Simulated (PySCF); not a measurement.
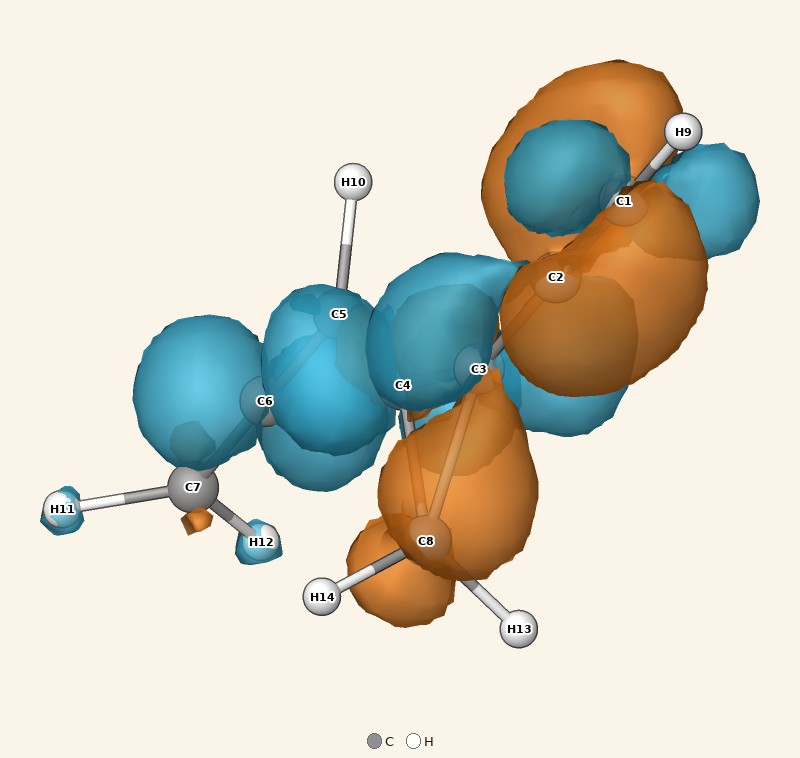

*C8H6, SMILES `C#CC1=C(C=C=C)C1`. Unrelaxed difference density of S₁ less the ground state (TDA singlet states), ±0.03 e/Å³; light blue: gain, orange: loss.*

Level of theory: B3LYP/cc-pVDZ (PySCF), at a geometry from GFN2-xTB. No frequency check shows the geometry to be a minimum. Without diffuse functions Rydberg states are missing, so the states' numbers hold for this basis only.

Question: How does the charge move on excitation?

Answer: 0.77 e is displaced in all, of which about 0.4 e passes between atoms: C1 (0.17 e) and C2 (0.14 e) lose electrons and C6 (0.14 e) and C4 (0.13 e) gain them. The state: 4.40 eV (282 nm), f = 0.000 (very weak); the leading pair carries 99 %; hole on C1 (35 %), C2 (24 %) and C8 (12 %), electron on C1, C3 and C4 (18 % each), C6 (16 %) and C2 (10 %); their centroids lie 1.6 Å apart.

Run time: 6.8 min on 1 thread of AMD EPYC (Zen 3), on a shared host, peak memory 0.76 GiB.
